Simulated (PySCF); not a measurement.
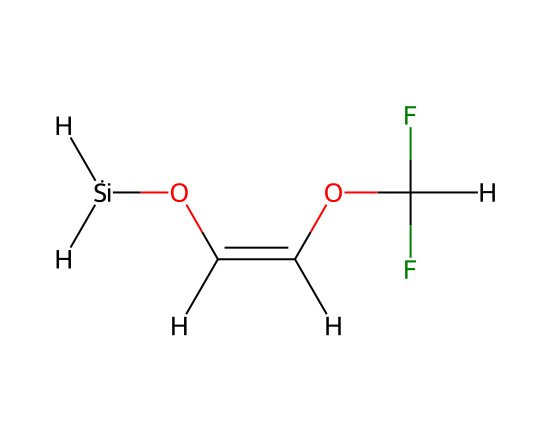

The species is neutral and a spin doublet. The computed structure is the end point of a GFN2-xTB optimisation. No frequency run is at hand to confirm it as a minimum. Method: UKS B3LYP, pcH-1 on C F H O Si, non-relativistic (PySCF 2.14.0).

Q: What is the isotropic g value?

A: 2.00220.

Q: Give the ⟨S²⟩ of the determinant at this level.

A: 0.751.

The geometry is semi-empirical. Around Si such bond lengths and angles can be off by a tenth of an ångström or more and by several degrees, and values that hang on the shape move with them.
